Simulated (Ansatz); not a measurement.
# U-revPBE/aug-cc-pVDZ run of SiH2O2F (SMILES O[Si](O)F)

What is the vertical electron affinity of SiH2O2F at U-revPBE/aug-cc-pVDZ? 

The results are computed with Ansatz 0.2.0.

38 further runs of the same task are left out: 38 set aside as unsound or not needed. Runs told in other sessions of the task aren't counted.

## Step 1: Starting point

The species is SiH2O2F (6 atoms), meant as a doublet with charge 0. As SMILES, `O[Si](O)F`. Geometry: relaxed at PBE0-D4/def2-TZVP. This is one conformer, not always the lowest.

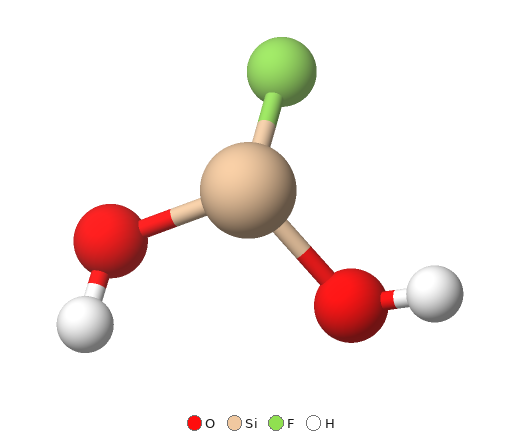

The structure, seen from a chosen angle (oxygen red, silicon light orange, fluorine green, hydrogen white).

## Step 2: A single-point energy at U-revPBE/aug-cc-pVDZ

Input file in.yaml:

```yaml
crystal:
  periodic: [false, false, false]
  atoms:
    - {symbol: O, position_ang: [-0.887300, 1.032000, -0.626300]}
    - {symbol: Si, position_ang: [0.382900, 0.026200, -0.446500]}
    - {symbol: O, position_ang: [0.346300, -0.560700, 1.083400]}
    - {symbol: F, position_ang: [0.159400, -1.133900, -1.516300]}
    - {symbol: H, position_ang: [-1.051600, 1.658800, 0.081100]}
    - {symbol: H, position_ang: [1.092300, -1.086600, 1.378500]}
basis:
  gaussian:
    orbitals: aug-cc-pVDZ
total_charge: 0
magnetization:
  spin_polarized: true
  initial_magnetization: 1
hamiltonian:
  xc: {name: revPBE}
accuracy: high
output: {orbitals: {seedname: orbitals}}
```

Started as:

```bash
ansatz run in.yaml --threads 1 --pin off --max-ram 3480MiB --events-out events.jsonl --progress --plain --runs-dir runs
```

Standard output:

```text
Warning: RAYON_NUM_THREADS=1 ignored (pool sized by the plan → 1); use --threads N
Functional definition: revPBE
  name "revPBE"
  parameter kappa = 1.245
  parameter beta = 0.06672455060314922
  exchange = pbe_x(kappa = kappa, mu = beta*pi^2/3)
  correlation = pbe_c(beta = beta)
2267 factors; integrals over basis functions are off by at most 3.4e-9 eV
mean field evaluation 1: about -14707.4735 eV, gradient 6.2e1 eV
mean field evaluation 2: about -14636.8150 eV, gradient 1.4e2 eV
mean field evaluation 4: about -14719.8162 eV, gradient 1.5e1 eV
mean field evaluation 8: about -14720.5340 eV, gradient 4.6e-1 eV
mean field evaluation 16: about -14720.5348 eV, gradient 5.1e-5 eV
mean field -14720.53483652 eV, -540.9696773053 hartree, gradient 3.0e-8 eV, S^2 0.751669; 0 other end points of the search recorded, 0 dependent functions left out
reference -14720.53484459 eV, -540.9696776018 hartree; 21, 20 occupied and 93, 94 virtual orbitals, 2267 factors
Total energy: -14720.53484459 eV, -540.9696776018 hartree
```

Run time: 24 s. Hardware: 1 thread of Arm Neoverse N1, shared host; peak memory 0.38 GiB.

## Step 3: The singlet anion

Input file job.yaml:

```yaml
crystal:
  periodic: [false, false, false]
  atoms:
    - {symbol: O, position_ang: [-0.887300, 1.032000, -0.626300]}
    - {symbol: Si, position_ang: [0.382900, 0.026200, -0.446500]}
    - {symbol: O, position_ang: [0.346300, -0.560700, 1.083400]}
    - {symbol: F, position_ang: [0.159400, -1.133900, -1.516300]}
    - {symbol: H, position_ang: [-1.051600, 1.658800, 0.081100]}
    - {symbol: H, position_ang: [1.092300, -1.086600, 1.378500]}
basis:
  gaussian:
    orbitals: aug-cc-pVDZ
total_charge: -1
hamiltonian:
  xc: {name: revPBE}
accuracy: high
output: {orbitals: {seedname: orbitals}}
```

Started as:

```bash
ansatz run job.yaml --threads 1 --pin off --max-ram 3480MiB --events-out events.jsonl --progress --plain --runs-dir runs
```

Standard output:

```text
Warning: RAYON_NUM_THREADS=1 ignored (pool sized by the plan → 1); use --threads N
Functional definition: revPBE
  name "revPBE"
  parameter kappa = 1.245
  parameter beta = 0.06672455060314922
  exchange = pbe_x(kappa = kappa, mu = beta*pi^2/3)
  correlation = pbe_c(beta = beta)
2267 factors; integrals over basis functions are off by at most 3.4e-9 eV
mean field evaluation 1: about -14717.1484 eV, gradient 4.8e1 eV
mean field evaluation 2: about -14686.5721 eV, gradient 1.3e2 eV
mean field evaluation 4: about -14720.7399 eV, gradient 1.2e1 eV
mean field evaluation 8: about -14721.4158 eV, gradient 6.0e-1 eV
mean field evaluation 16: about -14721.4165 eV, gradient 7.7e-5 eV
mean field -14721.41646544 eV, -541.0020765706 hartree, gradient 2.3e-8 eV, S^2 0.000000; 1 other end points of the search recorded, 0 dependent functions left out
reference -14721.41646952 eV, -541.0020767203 hartree; 21, 21 occupied and 93, 93 virtual orbitals, 2267 factors
Total energy: -14721.41646952 eV, -541.0020767203 hartree
```

Run time: 17 s. Hardware: 1 thread of Arm Neoverse N1, shared host; peak memory 0.32 GiB.

## Step 4: Results

Level: U-revPBE/aug-cc-pVDZ.

```
                                                            quantity          value
                                       doublet SiH2O2F: total energy  -540.96968 Eh
                 doublet SiH2O2F: HOMO energy (highest over α and β)       -5.21 eV
                  doublet SiH2O2F: LUMO energy (lowest over α and β)       -3.31 eV
                                               doublet SiH2O2F: ⟨S²⟩          0.752
                                         singlet anion: total energy  -541.00208 Eh
                                          singlet anion: HOMO energy        1.33 eV
                                          singlet anion: LUMO energy        2.71 eV
singlet anion: HOMO–LUMO gap (to an unbound level, set by the basis)        1.38 eV
                   vertical electron affinity (to the singlet anion)       0.882 eV
```

**Reading.** At fixed nuclei the extra electron is bound by 0.88 eV (85.1 kJ/mol). The HOMO (singlet anion) lies at positive energy, 1.33 eV, from the functional's self-interaction, a short basis or an electron that isn't bound; only total energies against the neutral tell.
